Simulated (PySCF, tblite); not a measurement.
# C5H9O2−: a rotation path, then NMR shifts on frames, part 2 of 2

tblite 0.8.0 and PySCF 2.14.0. Atoms count from 0.

### Step 5. NMR shieldings: image 4, PBE0/pcSseg-1

Job settings and geometry (Å):

```
{"job": {"kind": "nmr", "xc": "PBE0", "basis": "pcSseg-1", "pop": false}, "charge": -1, "multiplicity": 1}
C      1.985900    -0.549800    -0.205300
C      0.680500    -0.382300     0.566400
C     -0.478800     0.104100    -0.317000
C     -0.975100     1.480400     0.111800
C     -1.704000    -0.922300    -0.240300
O     -2.140800    -1.150100     0.895200
O     -2.075200    -1.379000    -1.329500
H      2.780400    -0.922400     0.444000
H      1.853300    -1.256000    -1.022600
H      2.307600     0.403400    -0.625500
H      0.400800    -1.338400     1.016600
H      0.843300     0.321400     1.389500
H     -0.159600     0.139300    -1.364800
H     -1.718700     1.852200    -0.593000
H     -0.161000     2.211100     0.172300
H     -1.446300     1.397200     1.090600
```

Level: GIAO PBE0/pcSseg-1 NMR shielding, non-relativistic, gas phase.

The log of the run:

```text
coarse grid: 13184 points
cycle   1  E = -345.7171696951  dE =  8.069e-01  |g| = 1.096e+00  |ddm| = 3.387e+00
cycle   2  E = -345.4199940363  dE =  2.972e-01  |g| = 1.697e+00  |ddm| = 3.520e+00
cycle   3  E = -345.9506104982  dE = -5.306e-01  |g| = 1.611e-01  |ddm| = 2.595e+00
cycle   4  E = -345.9561316366  dE = -5.521e-03  |g| = 6.074e-02  |ddm| = 2.031e-01
cycle   5  E = -345.9570219562  dE = -8.903e-04  |g| = 1.003e-02  |ddm| = 6.313e-02
cycle   6  E = -345.9570401021  dE = -1.815e-05  |g| = 4.385e-03  |ddm| = 1.219e-02
cycle   7  E = -345.9570436353  dE = -3.533e-06  |g| = 1.862e-03  |ddm| = 5.303e-03
final grid: 126808 points
cycle   8  E = -346.0212811859  dE = -2.308e-05  |g| = 1.326e-02  |ddm| = 2.727e-02
cycle   9  E = -346.0212270695  dE =  5.412e-05  |g| = 2.146e-02  |ddm| = 2.832e-02
cycle  10  E = -346.0213153010  dE = -8.823e-05  |g| = 2.344e-03  |ddm| = 1.833e-02
cycle  11  E = -346.0213163582  dE = -1.057e-06  |g| = 4.861e-04  |ddm| = 2.020e-03
cycle  12  E = -346.0213163948  dE = -3.658e-08  |g| = 1.835e-04  |ddm| = 5.085e-04
cycle  13  E = -346.0213164016  dE = -6.844e-09  |g| = 2.458e-05  |ddm| = 1.606e-04
cycle  14  E = -346.0213164017  dE = -1.287e-10  |g| = 7.902e-06  |ddm| = 3.548e-05
converged SCF energy = -346.0213164017

GIAO shielding tensors (ppm)
atom      isotropic    diamagn.    paramagn.     s11        s22        s33       span
  0 C      167.823     247.809     -79.986    149.819    168.528    185.121     35.302
  1 C      152.728     246.276     -93.548    136.173    147.640    174.372     38.198
  2 C      133.059     247.575    -114.516     95.622    144.521    159.035     63.413
  3 C      162.206     248.166     -85.960    143.843    157.957    184.817     40.974
  4 C        8.605     244.230    -235.625    -72.907     36.689     62.031    134.938
  5 O       41.890     407.652    -365.763   -133.176     -9.830    268.676    401.852
  6 O      -30.177     405.500    -435.677   -228.826    -54.592    192.886    421.712
  7 H       30.994      29.736       1.259     26.316     28.387     38.280     11.964
  8 H       30.763      31.066      -0.303     26.747     29.396     36.146      9.399
  9 H       30.984      31.355      -0.371     27.131     29.616     36.206      9.075
 10 H       29.303      32.090      -2.786     24.538     30.002     33.370      8.832
 11 H       31.133      32.991      -1.857     27.066     31.641     34.693      7.627
 12 H       30.438      34.860      -4.422     27.576     30.327     33.410      5.834
 13 H       30.633      30.723      -0.089     26.529     28.481     36.890     10.361
 14 H       31.219      31.753      -0.535     27.436     29.828     36.392      8.955
 15 H       30.146      31.213      -1.068     27.126     29.134     34.177      7.051
```

It took 17 s on 1 thread of Intel Xeon Platinum 8488C, shared host; peak memory 0.81 GiB.

Key values: δ C4 178.3, C2 53.9, C1 34.2, C3 24.7, H10 2.41, H15 1.57 ppm.

### Step 6. NMR shieldings: image 6, PBE0/pcSseg-1

Job settings and geometry (Å):

```
{"job": {"kind": "nmr", "xc": "PBE0", "basis": "pcSseg-1", "pop": false}, "charge": -1, "multiplicity": 1}
C      2.000200    -0.336400    -0.128700
C      0.626800    -0.568700     0.497200
C     -0.523700    -0.012400    -0.346000
C     -0.820200     1.444200    -0.010800
C     -1.842500    -0.880000    -0.088400
O     -2.228100    -0.934600     1.086200
O     -2.325500    -1.408400    -1.098600
H      2.792400    -0.744500     0.501300
H      2.054700    -0.824300    -1.101000
H      2.189100     0.726900    -0.269700
H      0.478700    -1.643600     0.629900
H      0.591700    -0.114500     1.490500
H     -0.280200    -0.111200    -1.410300
H     -1.559000     1.848000    -0.702700
H      0.073600     2.074800    -0.055500
H     -1.235500     1.493600     0.995300
```

With the program's defaults for keys left out, this is: GIAO PBE0/pcSseg-1 NMR shielding, non-relativistic, gas phase.

The log of the run:

```text
coarse grid: 13184 points
cycle   1  E = -345.7187122203  dE =  8.106e-01  |g| = 1.097e+00  |ddm| = 3.398e+00
cycle   2  E = -345.4263062819  dE =  2.924e-01  |g| = 1.691e+00  |ddm| = 3.471e+00
cycle   3  E = -345.9522282390  dE = -5.259e-01  |g| = 1.606e-01  |ddm| = 2.529e+00
cycle   4  E = -345.9576968517  dE = -5.469e-03  |g| = 6.058e-02  |ddm| = 2.025e-01
cycle   5  E = -345.9585582242  dE = -8.614e-04  |g| = 1.309e-02  |ddm| = 6.345e-02
cycle   6  E = -345.9585837495  dE = -2.553e-05  |g| = 7.281e-03  |ddm| = 1.630e-02
cycle   7  E = -345.9585926677  dE = -8.918e-06  |g| = 2.348e-03  |ddm| = 7.462e-03
final grid: 126808 points
cycle   8  E = -346.0234843182  dE = -2.642e-05  |g| = 1.399e-02  |ddm| = 2.953e-02
cycle   9  E = -346.0234245514  dE =  5.977e-05  |g| = 2.251e-02  |ddm| = 3.127e-02
cycle  10  E = -346.0235227877  dE = -9.824e-05  |g| = 2.483e-03  |ddm| = 1.989e-02
cycle  11  E = -346.0235239722  dE = -1.184e-06  |g| = 5.090e-04  |ddm| = 2.186e-03
cycle  12  E = -346.0235240106  dE = -3.841e-08  |g| = 2.145e-04  |ddm| = 5.473e-04
cycle  13  E = -346.0235240198  dE = -9.216e-09  |g| = 2.798e-05  |ddm| = 1.797e-04
cycle  14  E = -346.0235240200  dE = -1.609e-10  |g| = 8.144e-06  |ddm| = 3.715e-05
converged SCF energy = -346.0235240200

GIAO shielding tensors (ppm)
atom      isotropic    diamagn.    paramagn.     s11        s22        s33       span
  0 C      169.567     247.828     -78.262    151.825    170.803    186.071     34.246
  1 C      153.899     246.402     -92.503    144.827    147.580    169.289     24.461
  2 C      132.705     247.646    -114.941     91.457    145.050    161.607     70.150
  3 C      166.334     248.313     -81.979    150.680    162.226    186.097     35.417
  4 C        9.483     244.262    -234.778    -72.675     38.751     62.374    135.049
  5 O       39.153     408.374    -369.221   -143.447    -15.066    275.972    419.419
  6 O      -19.526     405.287    -424.812   -197.911    -47.168    186.502    384.412
  7 H       30.963      29.735       1.228     26.389     28.421     38.079     11.690
  8 H       31.092      31.139      -0.047     26.985     29.324     36.966      9.981
  9 H       30.933      31.445      -0.512     26.615     30.321     35.863      9.248
 10 H       29.842      32.165      -2.322     24.791     30.393     34.343      9.552
 11 H       30.805      32.721      -1.916     27.130     30.665     34.621      7.491
 12 H       30.429      34.706      -4.277     27.817     29.500     33.970      6.153
 13 H       30.667      30.837      -0.169     26.605     28.458     36.939     10.334
 14 H       31.112      31.952      -0.840     26.817     30.354     36.165      9.348
 15 H       30.310      31.286      -0.976     27.102     29.016     34.811      7.709
```

It took 17 s on 1 thread of Intel Xeon Platinum 8488C, shared host; peak memory 0.81 GiB.

Key values: δ C4 177.4, C2 54.2, C1 33.0, C3 20.6, H10 1.87, H15 1.41 ppm.

### Step 7. NMR shieldings: image 8, PBE0/pcSseg-1

Job settings and geometry (Å):

```
{"job": {"kind": "nmr", "xc": "PBE0", "basis": "pcSseg-1", "pop": false}, "charge": -1, "multiplicity": 1}
C      1.980500    -0.172900     0.026400
C      0.598400    -0.715300     0.388000
C     -0.553200    -0.105500    -0.405300
C     -0.702900     1.392300    -0.168000
C     -1.911300    -0.818500     0.053200
O     -2.150600    -0.771300     1.266400
O     -2.572300    -1.333100    -0.857800
H      2.758400    -0.699400     0.581500
H      2.173300    -0.303700    -1.038100
H      2.058800     0.886800     0.260800
H      0.591200    -1.796900     0.220600
H      0.400300    -0.549300     1.449600
H     -0.415600    -0.300300    -1.475700
H     -1.567100     1.766300    -0.716400
H      0.176000     1.958400    -0.489600
H     -0.871700     1.571500     0.892800
```

Level: GIAO PBE0/pcSseg-1 NMR shielding, non-relativistic, gas phase.

The log of the run:

```text
coarse grid: 13184 points
cycle   1  E = -345.7222845173  dE =  8.168e-01  |g| = 1.096e+00  |ddm| = 3.405e+00
cycle   2  E = -345.4274518818  dE =  2.948e-01  |g| = 1.694e+00  |ddm| = 3.451e+00
cycle   3  E = -345.9555145349  dE = -5.281e-01  |g| = 1.612e-01  |ddm| = 2.510e+00
cycle   4  E = -345.9609653518  dE = -5.451e-03  |g| = 6.246e-02  |ddm| = 2.037e-01
cycle   5  E = -345.9618509726  dE = -8.856e-04  |g| = 1.663e-02  |ddm| = 6.509e-02
cycle   6  E = -345.9618905506  dE = -3.958e-05  |g| = 8.875e-03  |ddm| = 1.974e-02
cycle   7  E = -345.9619043306  dE = -1.378e-05  |g| = 2.085e-03  |ddm| = 8.532e-03
cycle   8  E = -345.9619052624  dE = -9.318e-07  |g| = 3.847e-04  |ddm| = 2.541e-03
final grid: 126808 points
cycle   9  E = -346.0253613543  dE = -2.820e-05  |g| = 1.224e-02  |ddm| = 2.739e-02
cycle  10  E = -346.0253221121  dE =  3.924e-05  |g| = 1.881e-02  |ddm| = 2.490e-02
cycle  11  E = -346.0253910881  dE = -6.898e-05  |g| = 1.393e-03  |ddm| = 1.599e-02
cycle  12  E = -346.0253914829  dE = -3.948e-07  |g| = 1.907e-04  |ddm| = 1.044e-03
cycle  13  E = -346.0253914906  dE = -7.706e-09  |g| = 8.770e-05  |ddm| = 2.770e-04
cycle  14  E = -346.0253914917  dE = -1.128e-09  |g| = 4.519e-05  |ddm| = 1.038e-04
cycle  15  E = -346.0253914921  dE = -3.662e-10  |g| = 9.967e-06  |ddm| = 4.437e-05
converged SCF energy = -346.0253914921

GIAO shielding tensors (ppm)
atom      isotropic    diamagn.    paramagn.     s11        s22        s33       span
  0 C      171.528     247.732     -76.204    157.321    170.796    186.467     29.147
  1 C      154.967     247.009     -92.042    142.927    153.276    168.698     25.771
  2 C      133.162     247.562    -114.400     93.856    144.292    161.337     67.481
  3 C      168.371     248.519     -80.148    154.102    165.510    185.503     31.401
  4 C       10.794     244.335    -233.541    -72.146     41.645     62.883    135.029
  5 O       39.250     408.485    -369.236   -149.279    -16.691    283.719    432.998
  6 O      -10.560     404.977    -415.537   -185.334    -42.755    196.409    381.744
  7 H       30.990      29.740       1.250     26.612     28.507     37.850     11.237
  8 H       31.310      31.136       0.175     27.179     29.351     37.401     10.222
  9 H       30.795      31.544      -0.749     26.144     30.643     35.598      9.453
 10 H       30.160      32.215      -2.055     25.215     30.225     35.039      9.824
 11 H       30.121      32.271      -2.150     26.016     29.734     34.612      8.595
 12 H       30.340      34.247      -3.907     27.747     28.894     34.380      6.633
 13 H       30.596      30.850      -0.254     26.649     28.591     36.548      9.899
 14 H       30.985      32.187      -1.202     26.371     30.442     36.142      9.771
 15 H       30.707      31.515      -0.808     27.607     29.186     35.329      7.722
```

Wall time 17 s (1 thread of Intel Xeon Platinum 8488C, shared host); peak memory 0.81 GiB.

Key values: δ C4 176.1, C2 53.8, C1 32.0, C3 18.6, H11 1.60, H10 1.56 ppm.

### Step 8. Run by run: NMR shifts

Shifts (ppm) of some atoms, chosen among heavy atoms and hydrogens apart, with basis size and wall time:

```csv
frame,C1,C3,C0,H8,H11,O6,O5,functions,time
image 0,34.9,24.0,16.9,1.58,0.59,367.0,290.5,164,17 s
image 2,35.4,26.0,18.4,1.27,0.46,367.6,290.4,164,17 s
image 4,34.2,24.7,19.1,0.95,0.58,366.3,294.2,164,17 s
image 6,33.0,20.6,17.4,0.63,0.91,355.6,296.9,164,17 s
image 8,32.0,18.6,15.4,0.41,1.60,346.6,296.8,164,17 s
```

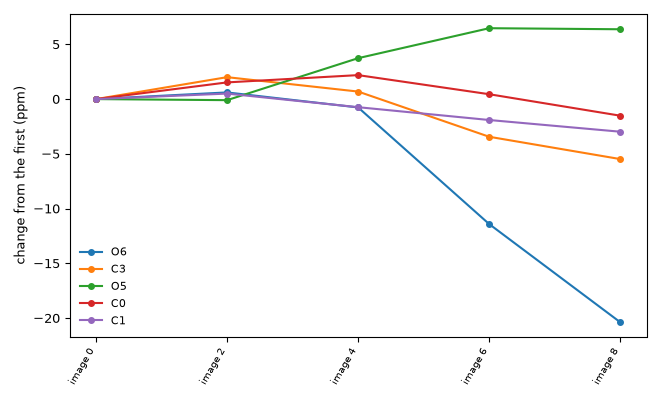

How five of the tabulated atoms move from run to run.

### Step 9. Outcome

What follows sums up all 2 parts.

| quantity | value |
| --- | --- |
| barrier | 0.104 eV (2.4 kcal/mol) at image 4 |
| end to end (GFN2-xTB) | 0.022 eV |
| ¹³C shifts against TMS (PBE0/pcSseg-1, image 0) | 175.0, 54.3, 34.9, 24.0, 16.9 ppm |
| ¹H shifts against TMS (PBE0/pcSseg-1, image 0) | 1.98, 1.58, 1.46, 1.40, 1.18, 0.59, 0.59, 0.56, 0.29 ppm |
| ¹⁷O shifts against H2O (PBE0/pcSseg-1, image 0) | 367.0, 290.5 ppm |
| range of the shift of O6 | 346.6 to 367.6 ppm |

Along the band the dihedral turns by 110°, and the top (dihedral 123°) lies 2.4 kcal/mol above the start (GFN2-xTB, rough), so at room temperature this motion is fast. Ends this close can change order at a higher level. The top was not checked by a frequency run. Shifts at one fixed geometry are not the observed spectrum, which averages over the motion. Across the 5 runs the shift of O6 moves most, between 346.6 (image 8) and 367.6 ppm (image 2).
